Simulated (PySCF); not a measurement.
# Excited-state calculation, with input and output: C₅H₁₀BFSi

- system: C₅H₁₀BFSi
- method: TDDFT CAM-B3LYP/def2-SVPD, vertical, gas phase, core orbitals frozen in the response (PySCF 2.14.0)

The geometry comes from this level: GFN2-xTB. It belongs to a series of runs on one base structure; here: constitutional isomer.

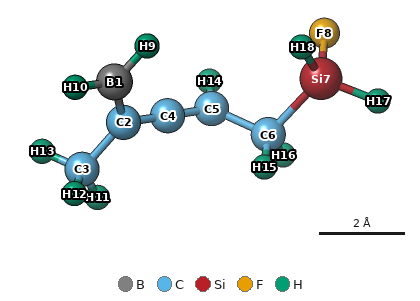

Figure 1. The structure as given in the input (ball-and-stick view, seen at a tilt; atoms are numbered from 1 in the order of the input). Bond lengths as drawn: B–C 1.54 Å, B–H 1.17 Å, C–C 1.29 to 1.51 Å, C–H 1.08 to 1.09 Å, C–Si 1.90 Å, F–Si 1.61 Å and H–Si 1.45 to 1.46 Å.

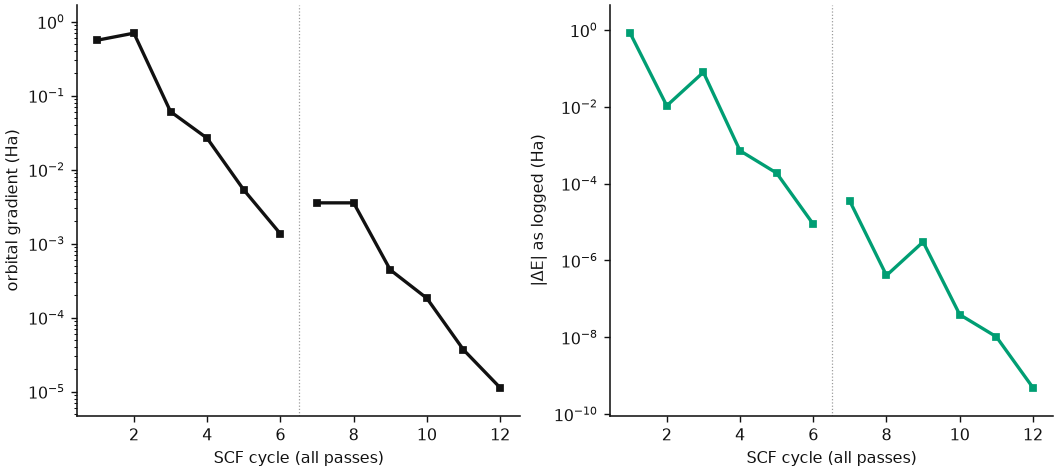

Figure 2. Convergence of the self-consistent field: orbital gradient and size of the energy change against the SCF cycle. The dotted line marks the change from a coarse to the final integration grid. The first 6 cycles use a coarse grid, the final grid takes over at cycle 7, and the field converges after 12 cycles in all.

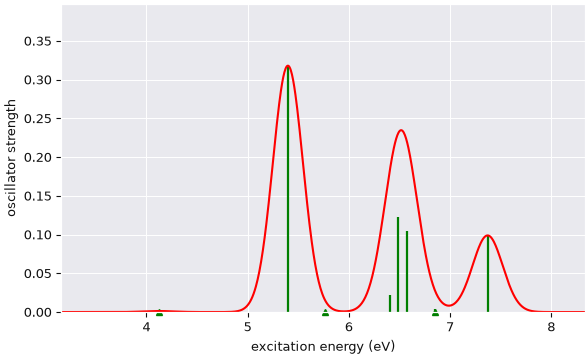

Figure 3. Computed excitations as sticks (degenerate states added up, dark ones marked on the axis), with a Gaussian envelope of 0.35 eV full width at half maximum, scaled to the tallest. Of the 8 states the lowest lies at 4.12 eV (f = 0.001); the strongest line is at 5.40 eV, or 230 nm (f = 0.318).

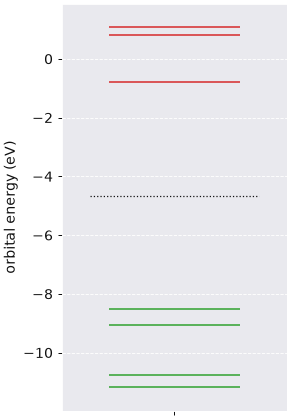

Figure 4. Orbital energies near the frontier; the dotted line parts filled from empty levels, and levels within 0.02 eV of each other stand side by side. Highest filled −8.53 eV, lowest empty −0.78 eV, 7.75 eV apart.

The input that produced these results follows, with the program's output.

Input:
```
{"job": {"kind": "uv", "xc": "CAM-B3LYP", "basis": "def2-SVPD", "nstates": 8, "ntriplets": 3}, "charge": 0, "multiplicity": 1}
B     -1.879983     0.607086     1.719757
C     -1.704020     0.241738     0.236683
C     -2.882725    -0.212685    -0.597093
C     -0.515843     0.342115    -0.320110
C      0.667274     0.435862    -0.837727
C      1.692234    -0.663757    -0.830082
Si     3.126433    -0.236524     0.347235
F      3.765784     1.146298    -0.183382
H     -0.955551     0.954933     2.346712
H     -2.936191     0.530528     2.218761
H     -2.566904    -0.560570    -1.578830
H     -3.410407    -1.016851    -0.087876
H     -3.579039     0.615077    -0.726972
H      0.987467     1.367284    -1.288590
H      1.222862    -1.601118    -0.532152
H      2.074897    -0.796306    -1.844997
H      4.215931    -1.197577     0.251038
H      2.669023     0.050784     1.695967
```

The first line tells a small driver script what to run in PySCF; the rest is the geometry in Å.

Launch command:
```bash
OMP_NUM_THREADS=1 python <driver script> task.json out
```

Output:
```
coarse grid: 15432 points
cycle   1  E = -610.0873471891  dE =  8.251e-01  |g| = 5.618e-01  |ddm| = 1.094e+01
cycle   2  E = -610.0767033822  dE =  1.064e-02  |g| = 6.996e-01  |ddm| = 2.037e+00
cycle   3  E = -610.1558377113  dE = -7.913e-02  |g| = 6.084e-02  |ddm| = 6.514e-01
cycle   4  E = -610.1565557366  dE = -7.180e-04  |g| = 2.657e-02  |ddm| = 1.686e-01
cycle   5  E = -610.1567435972  dE = -1.879e-04  |g| = 5.323e-03  |ddm| = 7.203e-02
cycle   6  E = -610.1567523856  dE = -8.788e-06  |g| = 1.356e-03  |ddm| = 1.801e-02
final grid: 144504 points
cycle   7  E = -610.2516543139  dE = -3.474e-05  |g| = 3.557e-03  |ddm| = 1.279e-01
cycle   8  E = -610.2516547195  dE = -4.057e-07  |g| = 3.558e-03  |ddm| = 1.493e-02
cycle   9  E = -610.2516577507  dE = -3.031e-06  |g| = 4.419e-04  |ddm| = 7.266e-03
cycle  10  E = -610.2516577895  dE = -3.879e-08  |g| = 1.825e-04  |ddm| = 1.057e-03
cycle  11  E = -610.2516577998  dE = -1.028e-08  |g| = 3.672e-05  |ddm| = 5.168e-04
cycle  12  E = -610.2516578003  dE = -4.846e-10  |g| = 1.128e-05  |ddm| = 1.583e-04
converged SCF energy = -610.2516578003

Static polarisability (au): isotropic 105.620, principal 75.621 92.298 148.941

Singlet excitations
state   eV       nm        f      main configurations
  1   4.1202    300.9   0.00133   H->L 0.93
  2   5.3978    229.7   0.31801   H-1->L 0.96
  3   5.7608    215.2   0.00029   H-2->L 0.93
  4   6.4116    193.4   0.02173   H-1->L+1 0.32, H-5->L 0.15, H-1->L+4 0.12
  5   6.4865    191.1   0.12307   H->L+1 0.49, H-5->L 0.18, H-4->L 0.11
  6   6.5721    188.7   0.10398   H->L+1 0.34, H-1->L+1 0.23, H-5->L 0.11
  7   6.8498    181.0   0.00335   H->L+2 0.77
  8   7.3714    168.2   0.09891   H->L+4 0.58, H-1->L+2 0.14

Triplet excitations (Tamm-Dancoff, eV): 3.5941 3.8106 4.7163
```

Key numbers:

```csv
quantity,value
outcome,converged
total energy,−610.251658 hartree
HOMO,−8.53 eV
LUMO,−0.78 eV
dipole moment,2.03 D
mean polarisability,105.62 a.u.
lowest singlet excitation,4.12 eV
hardware,"1 CPU thread, shared host"
wall time,61 s
peak memory,1.2 GiB
```
